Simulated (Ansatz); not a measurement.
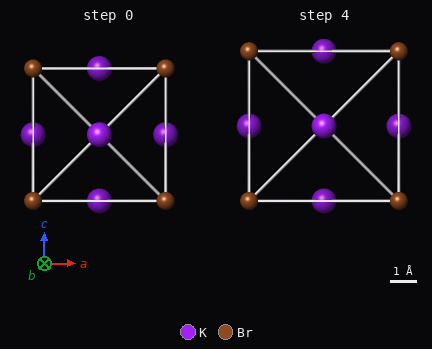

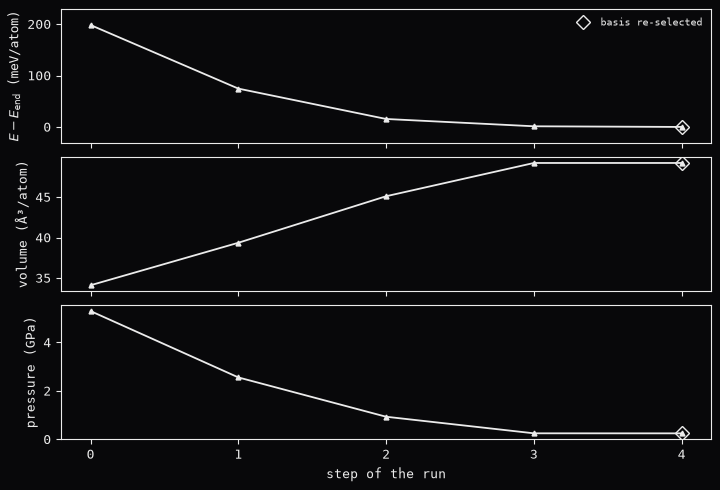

First and last geometry of a relaxation of solid K₃Br (built on the Cu3Au (L1_2)_221 type) (coarse preliminary run), with the history of the run. The picture is a ball-and-stick view of the cell of the calculation, seen along the b axis.

Case: Cu3Au (L1_2) type (Pm-3m, No. 221).

The calculation used DFT r2SCAN, scalar-relativistic, plane waves, PAW (Ansatz). Settings: plane-wave cutoff 500 eV; k-point mesh 4 × 4 × 4; occupations gaussian; smearing width 0.1 eV; no spin polarisation; cell and atoms relaxed; force threshold 0.04 eV/Å; at most 70 steps.

> Read the history and describe the run.

It converged. No atom moves by more than 0.005 Å relative to the cell. The volume changes by +44.3 %, with a = b = c 5.148 → 5.817 Å (+13.0 %). Some distances before and after: Br–K 3.640 → 4.113 Å. The space group stays Pm-3m (No. 221). Over 3 accepted moves (4 points after the start) the energy falls by 198 meV per atom. All forces vanish by symmetry, so only the cell relaxes. The pressure goes from 5.29 to 0.24 GPa. The SCF was repeated once at an unchanged geometry on a basis and grid sized afresh for the cell, which shifted the energy by 1.3 meV per atom at most.
